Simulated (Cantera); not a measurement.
A closed system holds: 1 mol PbO, 1.7 mol O2, 0.12 mol N2, at 1.00 bar.

Method: chemical equilibrium by Gibbs-energy minimisation in Cantera with the NASA 1993 tables (ideal gas, pure condensed phases). Candidate condensed phases: Pb, PbO, PbO2, Pb3O4; 12 gas species. Gases not in the tables: (PbO)n polymers. Equilibrium is a limit: real reactors are often held back by kinetics, nucleation or transport.

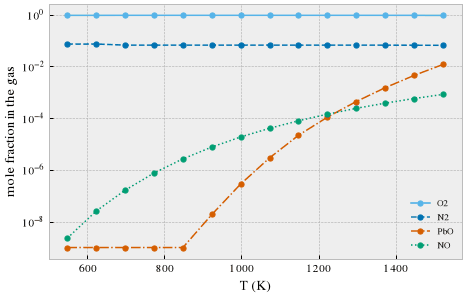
Figure. Equilibrium gas composition (values under 1e-9 drawn at 1e-9)

From 548 K to 623 K the condensed part is Pb3O4(s). At 698 K the condensed part is PbO(red). From 773 K to 1148 K the condensed part is PbO(yellow). From 1223 K to 1523 K the condensed part is PbO(l).
